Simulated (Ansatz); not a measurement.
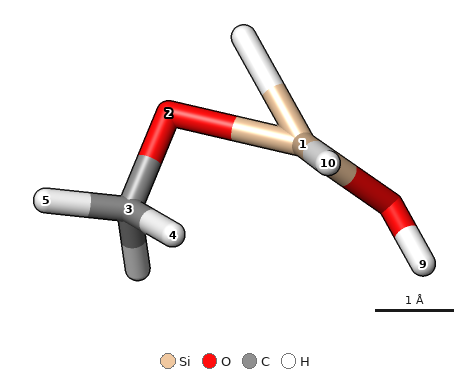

*The structure as given in the input (stick view, seen at an oblique angle; atoms are numbered from 1 in the order of the input).*

**Geometry relaxation of CH₆O₂Si (part 1 of 2)**

The run: geometry relaxation of CH₆O₂Si. Method and program: RHF/def2-SVP (Ansatz 0.2.0).

The input holds or restrains some coordinates. It belongs to a series of runs on one base structure; here: pulled along the bonds that form and break, towards end B. Figures and captions count atoms from 1; the log counts them from 0 in places.

## The program's output
```
The last accepted step is kept in [file] (removed where the run ends without a failure and the disk answers)
Engine: ansatz 0.2.0, aarch64-unknown-linux-gnu
Functional definition: HF
  exchange = exact_x
  correlation = 0
945 factors; integrals over basis functions are off by at most 3.0e-4 eV
mean field evaluation 1: about -13047.0906 eV, gradient 4.3e1 eV
mean field evaluation 2: about -13047.1472 eV, gradient 4.3e1 eV
mean field evaluation 4: about -13051.1931 eV, gradient 3.8e0 eV
mean field evaluation 8: about -13051.2644 eV, gradient 2.5e-1 eV
mean field -13051.26544821 eV, -479.6251587562 hartree, gradient 2.6e-5 eV, S^2 0.000000; 0 other end points of the search recorded, 0 dependent functions left out
the calculation of the forces begins
reference -13051.26544821 eV, -479.6251587562 hartree; 21, 21 occupied and 69, 69 virtual orbitals, 945 factors
relax step   1: F+E_penalty+E_count = -13051.26544821 eV  Δ(F+E_penalty+E_count) = +0.000e0 eV  max|allowed force component| = 7.365e0 eV/Å  E_restraint = 32.06309615 eV  max|allowed force component, restraints' pulls added| = 3.864e1 eV/Å  Δτ_max = 0.0000 Å  (36 SCF iters, accepted)
  distance O 1 - H 6 = 1.3808 Å
  distance Si 0 - O 1 = 1.8800 Å
  distance Si 0 - H 6 = 1.6600 Å
these checks for a lower state are left out or cut short: starts, cluster_reference, orbital_swaps, neighbouring_geometries, increment
945 factors; integrals over basis functions are off by at most 5.2e-4 eV
mean field evaluation 16: about -13049.4035 eV, gradient 1.9e-2 eV
mean field -13049.48138943 eV, -479.5595958052 hartree, gradient 3.7e-5 eV, S^2 0.000000; 0 other end points of the search recorded, 0 dependent functions left out
[... from here on the field's lines of each further geometry are left out, up to the last ...]
relax step   2: F+E_penalty+E_count = -13049.48138943 eV  Δ(F+E_penalty+E_count) = +1.784e0 eV  max|allowed force component| = 1.031e1 eV/Å  E_restraint = 17.28867177 eV  max|allowed force component, restraints' pulls added| = 2.396e1 eV/Å  Δτ_max = 0.1949 Å  (47 SCF iters, accepted)
relax step   3: F+E_penalty+E_count = -13048.65154653 eV  Δ(F+E_penalty+E_count) = +8.298e-1 eV  max|allowed force component| = 1.028e1 eV/Å  E_restraint = 7.14325054 eV  max|allowed force component, restraints' pulls added| = 1.732e1 eV/Å  Δτ_max = 0.1947 Å  (47 SCF iters, accepted)
relax step   4: F+E_penalty+E_count = -13050.22717015 eV  Δ(F+E_penalty+E_count) = -1.576e0 eV  max|allowed force component| = 8.539e0 eV/Å  E_restraint = 1.22329317 eV  max|allowed force component, restraints' pulls added| = 9.791e0 eV/Å  Δτ_max = 0.1951 Å  (44 SCF iters, accepted)
relax step   5: F+E_penalty+E_count = -13052.07581973 eV  Δ(F+E_penalty+E_count) = -1.849e0 eV  max|allowed force component| = 5.002e0 eV/Å  E_restraint = 0.05710025 eV  max|allowed force component, restraints' pulls added| = 4.134e0 eV/Å  Δτ_max = 0.1949 Å  (34 SCF iters, accepted)
relax step   6: F+E_penalty+E_count = -13053.16509067 eV  Δ(F+E_penalty+E_count) = -1.089e0 eV  max|allowed force component| = 2.791e0 eV/Å  E_restraint = 0.12265731 eV  max|allowed force component, restraints' pulls added| = 2.791e0 eV/Å  Δτ_max = 0.1948 Å  (34 SCF iters, accepted)
relax step   7: F+E_penalty+E_count = -13053.59725448 eV  Δ(F+E_penalty+E_count) = -4.322e-1 eV  max|allowed force component| = 2.712e0 eV/Å  E_restraint = 0.04056757 eV  max|allowed force component, restraints' pulls added| = 2.457e0 eV/Å  Δτ_max = 0.1946 Å  (33 SCF iters, accepted)
relax step   8: F+E_penalty+E_count = -13054.01490828 eV  Δ(F+E_penalty+E_count) = -4.177e-1 eV  max|allowed force component| = 2.121e0 eV/Å  E_restraint = 0.02994791 eV  max|allowed force component, restraints' pulls added| = 2.198e0 eV/Å  Δτ_max = 0.2000 Å  (33 SCF iters, accepted)
relax step   9: F+E_penalty+E_count = -13054.24613181 eV  Δ(F+E_penalty+E_count) = -2.312e-1 eV  max|allowed force component| = 2.920e0 eV/Å  E_restraint = 0.03203855 eV  max|allowed force component, restraints' pulls added| = 2.920e0 eV/Å  Δτ_max = 0.1950 Å  (39 SCF iters, accepted)
relax step  10: F+E_penalty+E_count = -13054.51052958 eV  Δ(F+E_penalty+E_count) = -2.644e-1 eV  max|allowed force component| = 1.579e0 eV/Å  E_restraint = 0.02689811 eV  max|allowed force component, restraints' pulls added| = 1.574e0 eV/Å  Δτ_max = 0.1987 Å  (33 SCF iters, accepted)
relax step  11: F+E_penalty+E_count = -13054.58202672 eV  Δ(F+E_penalty+E_count) = -7.150e-2 eV  max|allowed force component| = 1.302e0 eV/Å  E_restraint = 0.03591576 eV  max|allowed force component, restraints' pulls added| = 1.302e0 eV/Å  Δτ_max = 0.1981 Å  (33 SCF iters, accepted)
relax step  12: F+E_penalty+E_count = -13054.63345295 eV  Δ(F+E_penalty+E_count) = -5.143e-2 eV  max|allowed force component| = 1.002e0 eV/Å  E_restraint = 0.03343113 eV  max|allowed force component, restraints' pulls added| = 3.339e-1 eV/Å  Δτ_max = 0.2000 Å  (33 SCF iters, accepted)
relax step  13: F+E_penalty+E_count = -13054.64695589 eV  Δ(F+E_penalty+E_count) = -1.350e-2 eV  max|allowed force component| = 1.070e0 eV/Å  E_restraint = 0.03400311 eV  max|allowed force component, restraints' pulls added| = 2.350e-1 eV/Å  Δτ_max = 0.2000 Å  (34 SCF iters, accepted)
the calculation of the forces begins
reference -13054.66189162 eV, -479.7499757493 hartree; 21, 21 occupied and 69, 69 virtual orbitals, 946 factors
relax step  14: F+E_penalty+E_count = -13054.66189162 eV  Δ(F+E_penalty+E_count) = -1.494e-2 eV  max|allowed force component| = 1.055e0 eV/Å  E_restraint = 0.03244458 eV  max|allowed force component, restraints' pulls added| = 1.191e-1 eV/Å  Δτ_max = 0.0938 Å  (34 SCF iters, accepted)
  distance O 1 - H 6 = 0.9676 Å
  distance Si 0 - O 1 = 2.8666 Å
  distance Si 0 - H 6 = 2.6737 Å
```

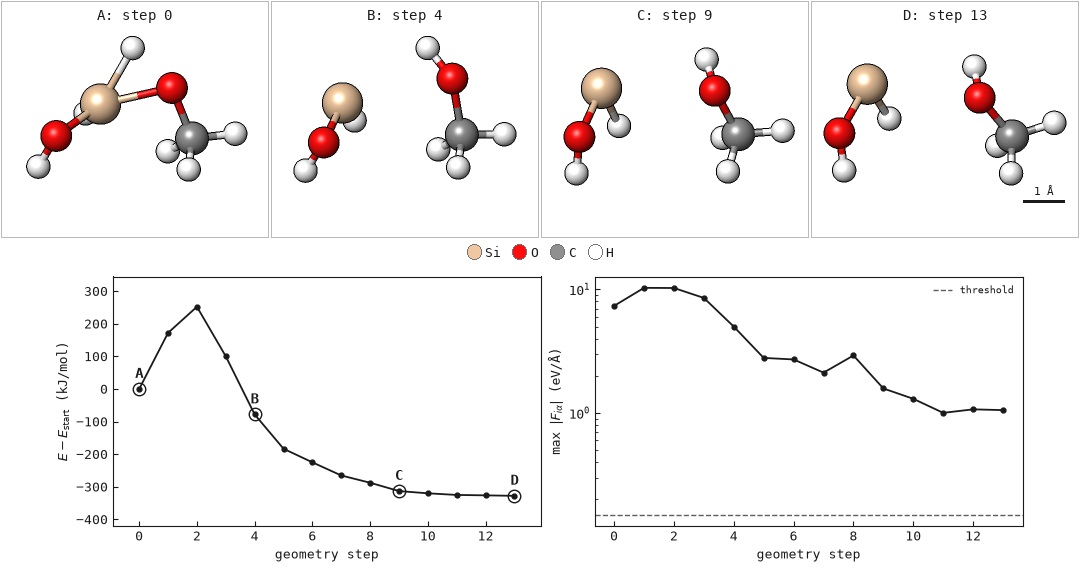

*Frames of the restrained relaxation (ball-and-stick view, seen at a tilt) above the curves, on which the letters mark them (the first geometry is step 0 here and step 1 in the log).*

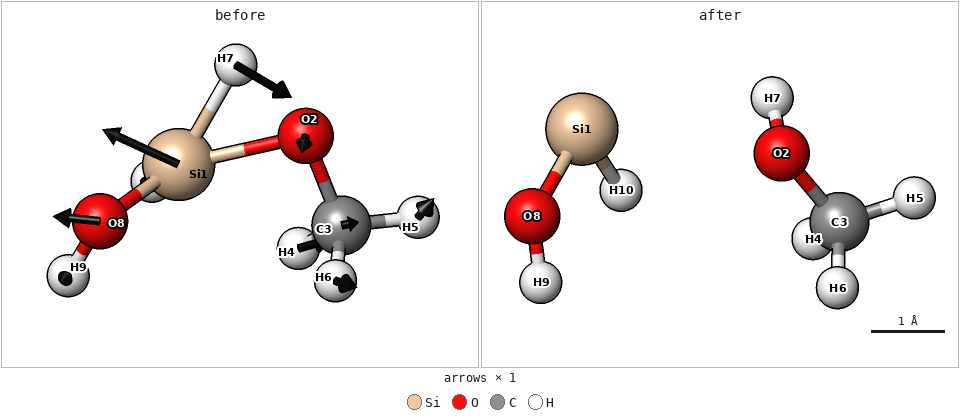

*Before (left) and after (right) the restrained relaxation, at one scale (ball-and-stick view, seen at a tilt). The black arrows give the displacements, at true length.*

The atom that moves furthest after the best rigid fit is Si1 (1.17 Å). Largest moves by element: Si 1.17 Å, H 0.98 Å, O 0.67 Å, C 0.26 Å. Distances before and after: Si1–H7 1.660 → 2.674 Å, Si1–O2 1.880 → 2.867 Å, O2–H7 1.381 → 0.968 Å, Si1–H10 1.459 → 1.536 Å. New bonds form: O2–H7 (1.38 → 0.97 Å). Bonds break: Si1–H7 (1.66 → 2.67 Å), Si1–O2 (1.88 → 2.87 Å). Among the angles that change: Si1–O8–H9 109.5° → 122.9°, O8–Si1–H10 109.5° → 98.8°, O2–C3–H4 109.5° → 111.9°. Over 13 geometry steps the energy falls by 327.7 kJ/mol. Largest force component: 7.4 eV/Å at the start, 1.1 eV/Å at the end. (Atoms are counted from 1 in the order of the input.)

```
946 factors; integrals over basis functions are off by at most 7.1e-4 eV
mean field -13054.66189162 eV, -479.7499757493 hartree, gradient 3.0e-5 eV, S^2 0.000000; 1 other end points of the search recorded, 0 dependent functions left out
the calculation of the forces begins
reference -13054.66189162 eV, -479.7499757493 hartree; 21, 21 occupied and 69, 69 virtual orbitals, 946 factors
Total energy: -13054.66189162 eV, -479.7499757493 hartree
Atom 0 at     0.048560     0.189034    -1.159207 Å, force    -0.209419     0.095451     0.063626 eV/Å
Atom 1 at     0.849516     0.231015     1.592862 Å, force     0.531001    -0.856662    -1.054733 eV/Å
Atom 2 at     0.109374    -0.417493     2.584567 Å, force    -0.007554    -0.048288    -0.002735 eV/Å
Atom 3 at    -0.463144    -1.255735     2.182501 Å, force    -0.023111    -0.010676     0.012555 eV/Å
Atom 4 at     0.750800    -0.783526     3.388964 Å, force     0.016312    -0.001271     0.029118 eV/Å
Atom 5 at    -0.589259     0.303550     3.002277 Å, force     0.012364     0.029491     0.023995 eV/Å
Atom 6 at     1.368636    -0.410285     1.087323 Å, force    -0.436494     0.798054     0.973551 eV/Å
Atom 7 at    -1.074080     1.402247    -1.180623 Å, force     0.054828     0.047946     0.020848 eV/Å
Atom 8 at    -1.914054     1.331707    -0.752905 Å, force     0.051821    -0.071616    -0.049758 eV/Å
Atom 9 at    -0.809149    -0.914914    -0.522058 Å, force     0.010251     0.017570    -0.016468 eV/Å
Dipole moment:    -0.261906    -0.459661     0.411434 e Å
```

## Trajectory as extended XYZ (Å, eV, eV/Å), 14 frames, from step=1 to step=14
```
10
Properties=species:S:1:pos:R:3:forces:R:3 step=1 energy=-13051.26545
Si    0.0000    0.0000    0.0000    7.3646   1.7447  -1.3411
O     1.0382    0.0000    1.5673   -6.1910  -0.1212   2.0616
C    -0.0730   -0.3437    2.3817    0.9503   0.1399   2.2093
H    -0.7757   -0.9775    1.8015   -0.0211  -0.0389   0.8474
H     0.2798   -0.9037    3.2728   -0.6670   0.1878  -0.3730
H    -0.5930    0.5809    2.7085    0.0782  -0.6368   0.0270
H     1.6290    0.0000    0.3193   -0.4803  -0.0772  -5.4173
O    -0.7913    1.3709   -0.5594   -3.1119  -2.1448   0.6028
H    -1.7491    1.1401   -0.7818    2.7688   1.1206   0.6019
H    -0.6877   -1.1914   -0.4862   -0.6906  -0.1740   0.7815
10
Properties=species:S:1:pos:R:3:forces:R:3 step=2 energy=-13049.48139
Si   -0.1385   -0.0028   -0.1372   10.3050   1.4030  -0.2132
O     1.0960   -0.0042    1.6122   -4.1353   0.2857   0.2506
C    -0.0592   -0.3413    2.3927    1.4056   0.0324   0.6791
H    -0.7718   -0.9757    1.8108    0.1866   0.0594   0.7116
H     0.2734   -0.9041    3.2744   -0.6033   0.0077  -0.0061
H    -0.5915    0.5758    2.7096    0.1708  -0.4551   0.0185
H     1.7603   -0.0011    0.4035   -2.6588  -0.3576  -2.1174
O    -0.8323    1.3856   -0.5680   -3.0088  -0.5969   0.3252
H    -1.7466    1.1530   -0.7833    0.5910   1.2266   0.0635
H    -0.7127   -1.2096   -0.4910   -2.2529  -1.6051   0.2882
10
Properties=species:S:1:pos:R:3:forces:R:3 step=3 energy=-13048.65155
Si   -0.2422    0.0025   -0.3018   10.2750  -0.4551  -1.4186
O     1.1882   -0.0012    1.6555    0.9163   0.5317  -0.5173
C    -0.0356   -0.3388    2.3893    1.4306   0.0046  -1.1839
H    -0.7667   -0.9739    1.8158    0.6157   0.2995   0.4411
H     0.2676   -0.9045    3.2747   -0.2861   0.0230  -0.1241
H    -0.5869    0.5709    2.7083    0.5547  -0.3839  -0.2242
H     1.8223   -0.0066    0.5293   -4.6540  -0.6148   3.3029
O    -0.8679    1.3939   -0.5701   -3.6949   1.9422  -0.0195
H    -1.7540    1.1669   -0.7854   -1.3455   1.4070  -0.3312
H    -0.7474   -1.2336   -0.4920   -3.8118  -2.7542   0.0748
```
